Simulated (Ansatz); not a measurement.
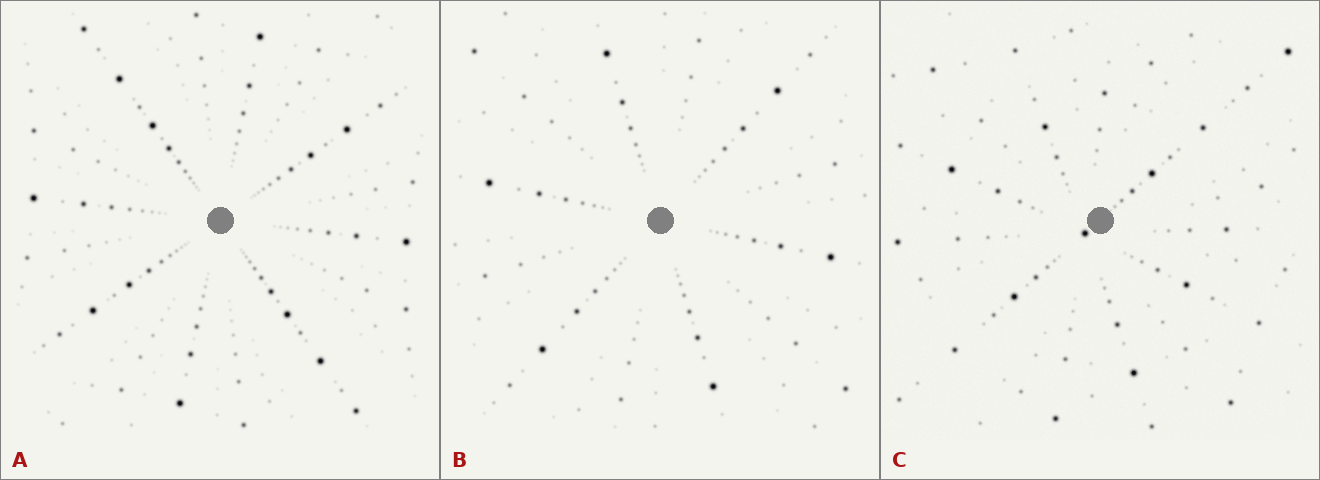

Simulated back-reflection Laue patterns (white X-rays, 0.45 to 2.2 Å, flat plate covering ±45° about the beam, kinematic intensities, seen from the source). Crystal: BiN, space group P6_3/mmc (No. 194), a = 3.517 Å, c = 6.375 Å (hexagonal axes). Structure: the end point of a relaxation at fixed volume with DFT PBEsol, scalar-relativistic, plane waves, PAW (Ansatz); the starting structure was generated, so it need not be a known form of this composition.

```json
{"atom": "Bi", "site": "2a", "symmetry": "-3m.", "x": "0.0000", "y": "0.0000", "z": "0.0000"}
{"atom": "N", "site": "2c", "symmetry": "-6m2", "x": "0.3333", "y": "0.6667", "z": "0.2500"}
```

Question: The directions [001], [210], [211] point towards the source, in some order. Which is which?

Answer: A: [210], symmetry 2mm (a twofold axis with two mirror lines). B: [001], symmetry 6mm (a sixfold axis with mirror lines). C: [211], symmetry m (one mirror line). The Laue class is 6/mmm.
